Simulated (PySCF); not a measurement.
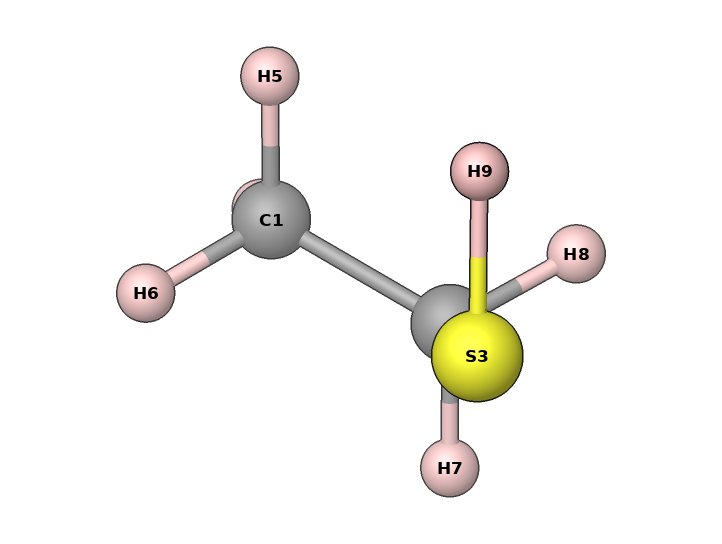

C2 lies behind S3. The molecule seen nearly along the S3–C2 bond, S3 in front. Depth is shown by fading: the farther an atom, the more it takes the colour of the background. Computed geometry: PBE0-D3(BJ)/def2-TZVP optimisation. No frequency run is at hand to confirm it as a minimum.

Q: What is the torsion angle H9–S3–C2–C1? The sign is positive where the front bond must turn clockwise to cover the back bond.

A: −61°, synclinal (gauche).
